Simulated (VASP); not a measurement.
Band structure of GeAu$_{3}$ (space group P-6m2). Calculation: PBEsol GGA, VASP's PBE PAW potentials (set 64) (plane waves; VASP 6.6.1).

Unless said otherwise, spin-orbit coupling is left out, though it shifts the bands of the heavy elements here.

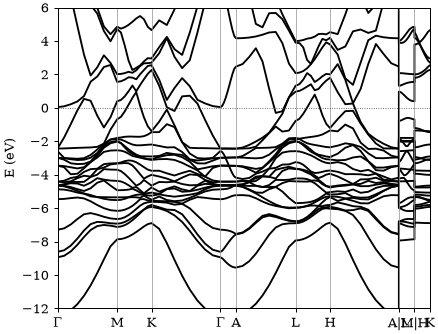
*Bands along high-symmetry lines, zero at the valence-band maximum or, without a gap, the Fermi level*

### Question
Read the plot: is there a gap, and where are the band edges?

### Answer
It has no gap at this level: it comes out as a metal or semimetal. (Edges off the drawn lines would not show.)

The structure comes from a computed database's GeAu3 entry (P-6m2); how it stands against other phases isn't given here. It was relaxed first, which changed the volume by -6 %. The electron count is odd and the run is not spin-polarised, which forces a metal.
